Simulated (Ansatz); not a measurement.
**AlGa$_{2}$ (charge −1): density, localisation and related maps**

```yaml
atoms:
  - { symbol: Al, position_ang: [-0.7861, 0.6640, -1.0461] }
  - { symbol: Ga, position_ang: [1.1077, 0.6926, 0.6364] }
  - { symbol: Ga, position_ang: [-0.3217, -1.3566, 0.4097] }
```

Geometry: B3LYP-D4/def2-TZVPD.

Method: Ansatz 0.2.0, RKS PBE0-D4/def2-TZVPD.

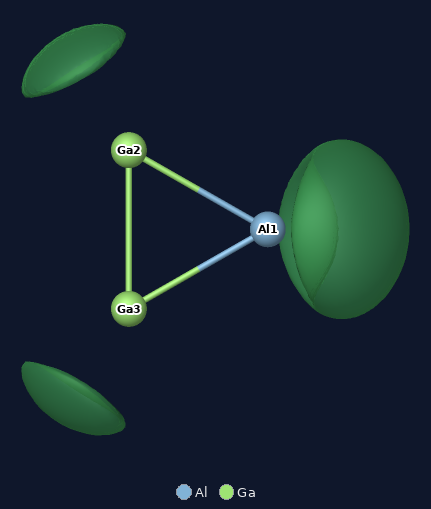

Figure 1. Isosurface of the electron localisation function at 0.85 (green), seen across its widest extent. Only the valence region is drawn (cores and ρ < 0.01 e/Å³ removed).

> Identify the bonds, lone pairs and shells in this picture.

The surface consists of one lobe on Al, pointing away from the bonds (lone pairs) and two lobes on Ga, pointing away from the bonds (lone pairs). Along the contacts the grid gives the following. Ga–Ga (2.51 Å): the ELF is about 0.45 at the midpoint. Al–Ga (2.53 Å): the ELF peaks at about 0.65 between the atoms.

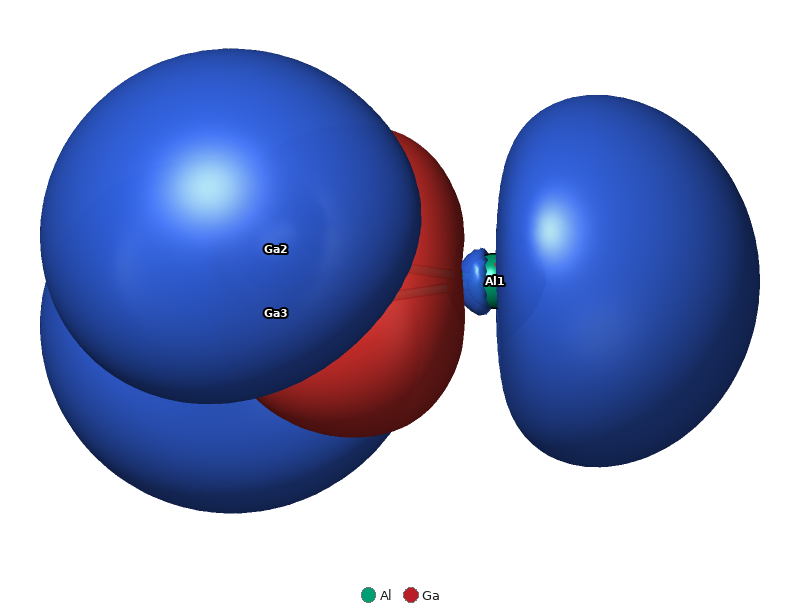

Figure 2. The HOMO at ±0.05 Å⁻³ᐟ² (red and blue are the two phases), seen from one side.

> What is the character of this orbital?

It lies mainly on Al1 (about 35 %), Ga2 (about 35 %) and Ga3 (about 35 %); it is symmetric in the molecular plane (an in-plane orbital: σ, lone-pair or in-plane π type). Its energy is −0.25 eV.
